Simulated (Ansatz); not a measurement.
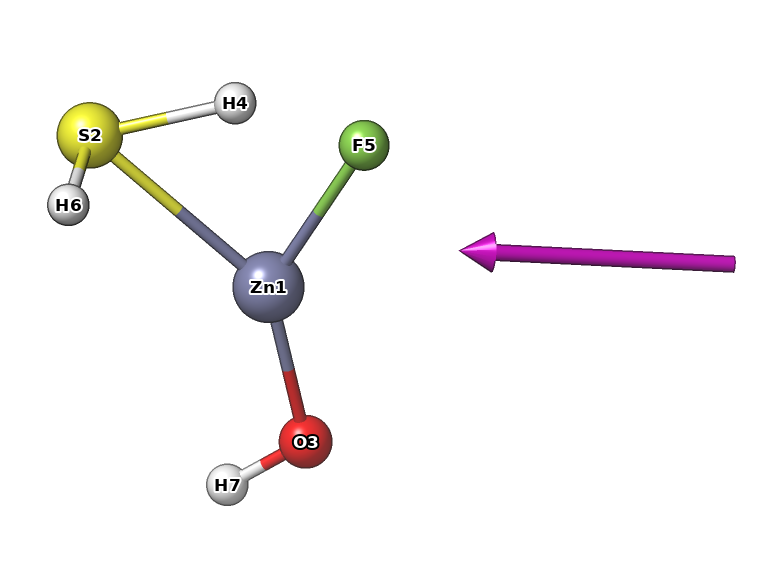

The arrow beside the molecule shows the direction of the dipole moment, from the negative to the positive end (its length means nothing). Computed geometry: PBE0-D4/def2-TZVP saddle-point search. Method: RKS PBE0-D4/def2-TZVP (Ansatz 0.2.0).

Q: How large is the dipole moment?

A: 3.22 D; it points from the side of O3, F5 to the side of H6 (the outermost atoms at the two ends).
